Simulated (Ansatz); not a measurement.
Nb3Sn (A15, Cr3Si type)

Space group Pm-3n (No. 223); a = 5.3193 Å, b = 5.3193 Å, c = 5.3193 Å, α = 90.00°, β = 90.00°, γ = 90.00°

| atom | site | symmetry | x | y | z |
|---|---|---|---|---|---|
| Nb | 6c | -4m.2 | 0.0000 | 0.5000 | 0.2500 |
| Sn | 2a | m-3. | 0.0000 | 0.0000 | 0.0000 |

The volume is varied about the relaxed value V₀ at fixed cell shape. Symmetry pins the atoms to their sites.

These are PBE (plane waves to 420 eV, PAW, scalar-relativistic; Ansatz, an electronic-structure program) values and carry that method's errors. k mesh 9×9×9 (Γ-centred), Fermi-Dirac smearing 0.05 eV. The energy includes the smearing's −TS. Nb3Sn is run without spin polarisation. Nb3Sn was relaxed with its symmetry unable to fall. ΔE is measured from the relaxed starting cell.

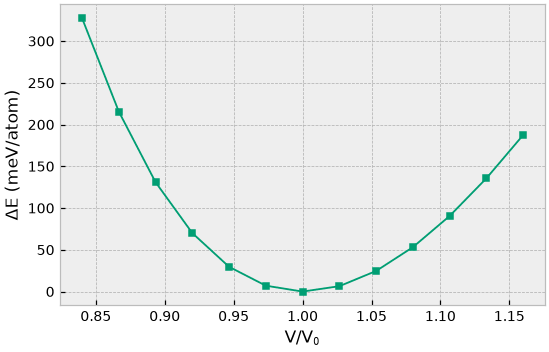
*ΔE (meV/atom) against V/V₀; one marker a computed point.*

Problem. What is ΔE at V/V₀ = 0.840?

Solution. About 330 meV/atom.

Problem. What is ΔE at V/V₀ = 1.160?

Solution. About 190 meV/atom.

Problem. What bulk modulus B₀ follows from a third-order Birch-Murnaghan fit?

Solution. About 160 GPa.

(A scan under strain: stresses follow from slopes of the energy per volume, elastic moduli from its curvatures.)
